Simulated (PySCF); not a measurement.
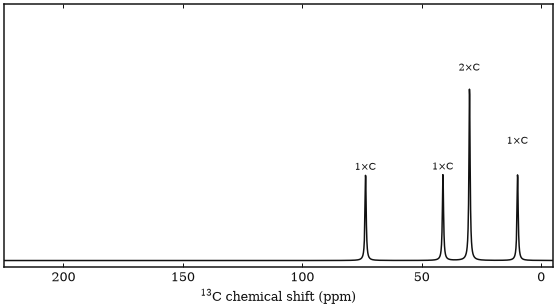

GIAO shifts, PBE0/pcSseg-1 in PySCF 2.14.0, at a GFN2-xTB geometry (no frequency check), against TMS for ¹³C computed at the same level. Gas phase, fully decoupled, line heights follow the number of nuclei, widths are arbitrary (no quadrupolar broadening); values of one conformer, averaged over nuclei that symmetry or rotation about single bonds exchange, these motions taken as fast; other conformers aren't averaged in.

Question: Which molecule was computed?
A. C₅H₁₄OSi, SMILES CCC(C)(C)O[SiH3]
B. C₆H₇ClF₂, SMILES CC/C=C(F)\C(Cl)=C/F
C. C₅H₇BCl₂, SMILES C=C(C)/C=C\B(Cl)Cl
D. C₃H₈O₂Si, SMILES C=C(C)[SiH](O)O

Answer: Option A. Its ¹³C signals: 73.5 (1 C), 41.1 (1 C), 30.0 (2 C), 9.8 (1 C) ppm.

Note: the tight-binding geometry is rougher than a DFT one and adds to the error.
